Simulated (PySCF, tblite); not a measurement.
# C5H4F2S: dynamics, then NMR shifts on frames, part 2 of 2

tblite 0.8.0 and PySCF 2.14.0. Atoms count from 0. The steps go on from the part before.

## Step 5: Nuclear shieldings: 625 fs, PBE0/pcSseg-1

What the job is given:

```
{"job": {"kind": "nmr", "xc": "PBE0", "basis": "pcSseg-1", "pop": false}, "charge": 0, "multiplicity": 1}
F     -3.087900     0.749800     2.070600
C     -2.828500    -0.037900     0.936500
C     -1.375500    -0.247100     0.598100
C     -0.569000    -1.094800     1.308100
C      0.727200    -1.082100     0.624900
C      0.795400    -0.236600    -0.461500
F      2.063000    -0.173700    -0.986000
S     -0.744800     0.277900    -0.927000
H     -3.181600    -0.988300     1.274200
H     -3.575700     0.394900     0.315800
H     -0.613500    -1.359600     2.330100
H      1.633200    -1.665800     0.907700
```

With the program's defaults for keys left out, this is: GIAO PBE0/pcSseg-1 NMR shielding, non-relativistic, gas phase.

Output:

```text
coarse grid: 11712 points
cycle   1  E = -789.9721880828  dE =  1.382e+00  |g| = 6.735e-01  |ddm| = 3.461e+00
cycle   2  E = -789.8437165958  dE =  1.285e-01  |g| = 1.075e+00  |ddm| = 1.349e+00
cycle   3  E = -790.0541403693  dE = -2.104e-01  |g| = 9.086e-02  |ddm| = 9.137e-01
cycle   4  E = -790.0554186201  dE = -1.278e-03  |g| = 6.538e-02  |ddm| = 1.652e-01
cycle   5  E = -790.0564412251  dE = -1.023e-03  |g| = 1.157e-02  |ddm| = 6.559e-02
cycle   6  E = -790.0564652693  dE = -2.404e-05  |g| = 4.822e-03  |ddm| = 1.646e-02
cycle   7  E = -790.0564706075  dE = -5.338e-06  |g| = 1.454e-03  |ddm| = 5.726e-03
final grid: 112488 points
cycle   8  E = -790.1202026472  dE = -3.054e-05  |g| = 9.919e-03  |ddm| = 2.918e-02
cycle   9  E = -790.1201718896  dE =  3.076e-05  |g| = 1.525e-02  |ddm| = 2.440e-02
cycle  10  E = -790.1202252447  dE = -5.336e-05  |g| = 1.694e-03  |ddm| = 1.599e-02
cycle  11  E = -790.1202258751  dE = -6.304e-07  |g| = 5.158e-04  |ddm| = 2.033e-03
cycle  12  E = -790.1202259386  dE = -6.356e-08  |g| = 1.537e-04  |ddm| = 5.792e-04
cycle  13  E = -790.1202259431  dE = -4.513e-09  |g| = 4.518e-05  |ddm| = 1.514e-04
cycle  14  E = -790.1202259436  dE = -4.361e-10  |g| = 1.485e-05  |ddm| = 5.453e-05
converged SCF energy = -790.1202259436

GIAO shielding tensors (ppm)
atom      isotropic    diamagn.    paramagn.     s11        s22        s33       span
  0 F      390.946     469.031     -78.084    322.291    373.803    476.744    154.453
  1 C      105.693     226.099    -120.406     68.508     90.890    157.681     89.173
  2 C       49.471     261.816    -212.344    -30.903     62.304    117.013    147.916
  3 C       50.442     256.464    -206.022    -41.644     26.326    166.645    208.289
  4 C       43.282     256.646    -213.364    -33.648     41.953    121.540    155.188
  5 C        4.483     252.578    -248.095    -84.577     33.586     64.440    149.017
  6 F      293.411     472.425    -179.014    218.422    286.207    375.605    157.182
  7 S      329.301    1055.572    -726.272    225.750    312.496    449.655    223.905
  8 H       25.966      25.253       0.713     21.016     27.643     29.239      8.223
  9 H       26.145      26.220      -0.074     20.665     27.366     30.405      9.739
 10 H       23.989      31.341      -7.352     22.171     23.475     26.322      4.151
 11 H       23.599      30.168      -6.569     20.779     23.330     26.688      5.908
```

Wall time 18 s (1 thread of Intel Xeon Platinum 8488C, shared host); peak memory 0.78 GiB.

In short: δ C5 182.4, C4 143.6, C2 137.5, C3 136.5, H11 8.12, H10 7.73 ppm.

## Step 6: Shielding tensors: 800 fs, PBE0/pcSseg-1

What the job is given:

```
{"job": {"kind": "nmr", "xc": "PBE0", "basis": "pcSseg-1", "pop": false}, "charge": 0, "multiplicity": 1}
F     -2.974000     1.013200     1.449900
C     -2.720600    -0.239400     0.995200
C     -1.404600    -0.178500     0.380500
C     -0.233600    -0.640000     0.918100
C      0.839200    -0.492700     0.068900
C      0.555400    -0.052000    -1.147600
F      1.512400     0.280600    -1.965500
S     -1.190800     0.479200    -1.155800
H     -2.515600    -0.766200     1.949400
H     -3.526800    -0.572300     0.394700
H     -0.081700    -1.198300     1.868100
H      1.845600    -0.711600     0.327600
```

Method: GIAO PBE0/pcSseg-1 NMR shielding, non-relativistic, gas phase.

Output:

```text
coarse grid: 11712 points
cycle   1  E = -789.9977498332  dE =  1.665e+00  |g| = 6.618e-01  |ddm| = 3.535e+00
cycle   2  E = -789.9007732523  dE =  9.698e-02  |g| = 9.711e-01  |ddm| = 1.183e+00
cycle   3  E = -790.0760131420  dE = -1.752e-01  |g| = 1.118e-01  |ddm| = 8.240e-01
cycle   4  E = -790.0784078168  dE = -2.395e-03  |g| = 6.633e-02  |ddm| = 1.911e-01
cycle   5  E = -790.0794107595  dE = -1.003e-03  |g| = 1.479e-02  |ddm| = 6.972e-02
cycle   6  E = -790.0794575356  dE = -4.678e-05  |g| = 6.379e-03  |ddm| = 2.167e-02
cycle   7  E = -790.0794668702  dE = -9.335e-06  |g| = 1.712e-03  |ddm| = 6.691e-03
final grid: 112488 points
cycle   8  E = -790.1412583246  dE = -3.199e-05  |g| = 7.753e-03  |ddm| = 3.017e-02
cycle   9  E = -790.1412452929  dE =  1.303e-05  |g| = 1.068e-02  |ddm| = 1.744e-02
cycle  10  E = -790.1412725535  dE = -2.726e-05  |g| = 1.022e-03  |ddm| = 1.159e-02
cycle  11  E = -790.1412727693  dE = -2.158e-07  |g| = 3.371e-04  |ddm| = 1.449e-03
cycle  12  E = -790.1412727924  dE = -2.309e-08  |g| = 1.247e-04  |ddm| = 4.013e-04
cycle  13  E = -790.1412727959  dE = -3.484e-09  |g| = 3.836e-05  |ddm| = 1.468e-04
cycle  14  E = -790.1412727962  dE = -3.213e-10  |g| = 1.560e-05  |ddm| = 5.059e-05
converged SCF energy = -790.1412727962

GIAO shielding tensors (ppm)
atom      isotropic    diamagn.    paramagn.     s11        s22        s33       span
  0 F      383.198     471.198     -87.999    349.396    351.214    448.985     99.589
  1 C      107.721     236.606    -128.885     77.709     93.665    151.790     74.081
  2 C       52.908     269.217    -216.309    -29.447     51.754    136.418    165.864
  3 C       60.659     253.029    -192.371    -12.779     50.285    144.469    157.248
  4 C       70.620     256.164    -185.544     -2.900     64.666    150.093    152.993
  5 C        1.645     255.783    -254.138    -76.695     23.843     57.788    134.483
  6 F      291.951     471.027    -179.077    218.696    275.864    381.292    162.596
  7 S      269.998    1056.118    -786.120     79.227    287.135    443.632    364.404
  8 H       25.303      26.742      -1.439     20.481     26.108     29.319      8.838
  9 H       26.762      27.326      -0.564     23.084     26.935     30.268      7.184
 10 H       24.289      31.067      -6.777     21.143     24.615     27.110      5.966
 11 H       25.311      31.944      -6.633     22.228     25.270     28.435      6.207
```

It took 18 s on 1 thread of Intel Xeon Platinum 8488C, shared host; peak memory 0.78 GiB.

This run: δ C5 185.3, C2 134.0, C3 126.3, C4 116.3, H10 7.43, H8 6.41 ppm.

## Step 7: Nuclear shieldings: 1000 fs, PBE0/pcSseg-1

What the job is given:

```
{"job": {"kind": "nmr", "xc": "PBE0", "basis": "pcSseg-1", "pop": false}, "charge": 0, "multiplicity": 1}
F     -3.034600     0.220200     2.014100
C     -2.754300    -0.319900     0.731700
C     -1.263200    -0.264300     0.481600
C     -0.223000    -0.952800     1.071600
C      0.969700    -0.838600     0.369700
C      0.740200    -0.208500    -0.809400
F      1.694600     0.216400    -1.562100
S     -0.864200     0.381000    -1.027300
H     -3.295300    -1.281800     0.645900
H     -3.223000     0.453500     0.050800
H     -0.261200    -1.457900     2.045500
H      1.976800    -1.149000     0.710200
```

With the program's defaults for keys left out, this is: GIAO PBE0/pcSseg-1 NMR shielding, non-relativistic, gas phase.

Output:

```text
coarse grid: 11712 points
cycle   1  E = -790.0053086822  dE =  1.506e+00  |g| = 6.669e-01  |ddm| = 3.487e+00
cycle   2  E = -789.8984283989  dE =  1.069e-01  |g| = 1.014e+00  |ddm| = 1.288e+00
cycle   3  E = -790.0857789378  dE = -1.874e-01  |g| = 8.516e-02  |ddm| = 8.764e-01
cycle   4  E = -790.0870340294  dE = -1.255e-03  |g| = 5.332e-02  |ddm| = 1.561e-01
cycle   5  E = -790.0876504530  dE = -6.164e-04  |g| = 1.177e-02  |ddm| = 5.812e-02
cycle   6  E = -790.0876762785  dE = -2.583e-05  |g| = 4.051e-03  |ddm| = 1.436e-02
cycle   7  E = -790.0876796341  dE = -3.356e-06  |g| = 1.453e-03  |ddm| = 4.557e-03
final grid: 112488 points
cycle   8  E = -790.1501090876  dE = -2.462e-05  |g| = 9.231e-03  |ddm| = 2.909e-02
cycle   9  E = -790.1500819363  dE =  2.715e-05  |g| = 1.415e-02  |ddm| = 2.187e-02
cycle  10  E = -790.1501287394  dE = -4.680e-05  |g| = 1.492e-03  |ddm| = 1.455e-02
cycle  11  E = -790.1501292309  dE = -4.915e-07  |g| = 4.422e-04  |ddm| = 1.843e-03
cycle  12  E = -790.1501292784  dE = -4.750e-08  |g| = 1.283e-04  |ddm| = 5.689e-04
cycle  13  E = -790.1501292818  dE = -3.359e-09  |g| = 4.634e-05  |ddm| = 1.512e-04
cycle  14  E = -790.1501292822  dE = -4.518e-10  |g| = 1.588e-05  |ddm| = 4.748e-05
converged SCF energy = -790.1501292822

GIAO shielding tensors (ppm)
atom      isotropic    diamagn.    paramagn.     s11        s22        s33       span
  0 F      384.612     469.456     -84.843    321.358    388.411    444.068    122.711
  1 C       96.025     236.989    -140.964     64.633     75.666    147.777     83.144
  2 C       61.796     262.704    -200.907    -12.835     65.271    132.953    145.788
  3 C       54.833     251.255    -196.423    -27.107     31.920    159.685    186.792
  4 C       67.641     257.345    -189.704     -2.190     59.717    145.396    147.586
  5 C       10.898     253.803    -242.905    -51.508     28.530     55.672    107.181
  6 F      297.688     471.540    -173.851    226.009    257.491    409.566    183.558
  7 S      327.772    1057.668    -729.897    161.453    313.904    507.958    346.504
  8 H       25.467      25.570      -0.104     21.805     25.962     28.634      6.829
  9 H       25.538      26.388      -0.850     19.721     28.039     28.853      9.132
 10 H       24.129      30.167      -6.039     20.918     24.498     26.969      6.051
 11 H       24.090      29.968      -5.878     21.225     24.013     27.033      5.808
```

Wall time 18 s (1 thread of Intel Xeon Platinum 8488C, shared host); peak memory 0.78 GiB.

In short: δ C5 176.0, C3 132.1, C2 125.1, C4 119.3, H11 7.63, H10 7.59 ppm.

## Step 8: Run by run: NMR shifts

Shifts (ppm) of some atoms, chosen among heavy atoms and hydrogens apart, with basis size and wall time:

```
  frame     C2     C4   H10   H11      F6      F0   S7  functions  time
 250 fs  137.1  121.1  8.15  6.40  -121.5  -235.5  217        163  17 s
 425 fs  134.2  119.6  6.33  7.75  -136.9  -252.2  197        163  17 s
 625 fs  137.5  143.6  7.73  8.12  -122.5  -220.0  174        163  18 s
 800 fs  134.0  116.3  7.43  6.41  -121.0  -212.3  234        163  18 s
1000 fs  125.1  119.3  7.59  7.63  -126.7  -213.7  176        163  18 s
```

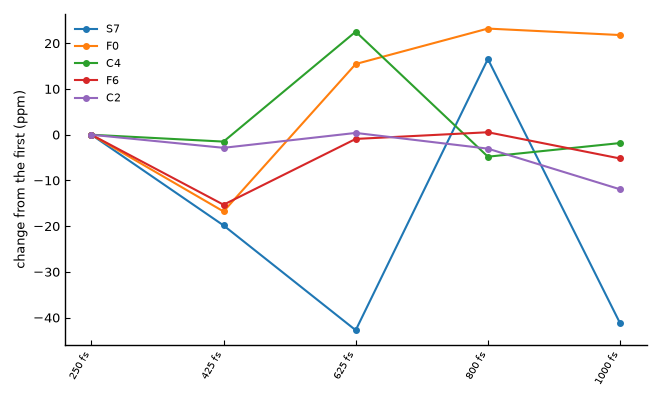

How five of the tabulated atoms move from run to run.

## Step 9: Outcome

The summary covers parts 1 to 2.

| quantity | value |
| --- | --- |
| thermostat | 600 K |
| mean temperature, second half | 588 K |
| mean potential energy above the minimum | 0.77 eV |
| 13C shifts against TMS (PBE0/pcSseg-1, 250 fs) | 185.7, 137.1, 126.7, 121.1, 78.7 ppm |
| 1H shifts against TMS (PBE0/pcSseg-1, 250 fs) | 8.15, 6.40, 5.44, 4.98 ppm |
| 19F shifts against CFCl3 (PBE0/pcSseg-1, 250 fs) | -121.5, -235.5 ppm |
| 33S shifts against CS2 (PBE0/pcSseg-1, 250 fs) | 217 ppm |
| range of the shift of S7 | 174 to 234 ppm |

In the second half the potential energy averages 0.77 eV above the minimum; equipartition over 30 harmonic modes at 600 K would give 0.78 eV. With 12 atoms the temperature swings widely (328 to 894 K). Shifts at one fixed geometry are not the observed spectrum, which averages over the motion. In the first frame run (250 fs): Shielding is most anisotropic at S7 (span 312 ppm, paramagnetic term -772 ppm). In ppm, S7 moves most: its shift spreads over 59 ppm, from 174 (625 fs) to 234 (800 fs).
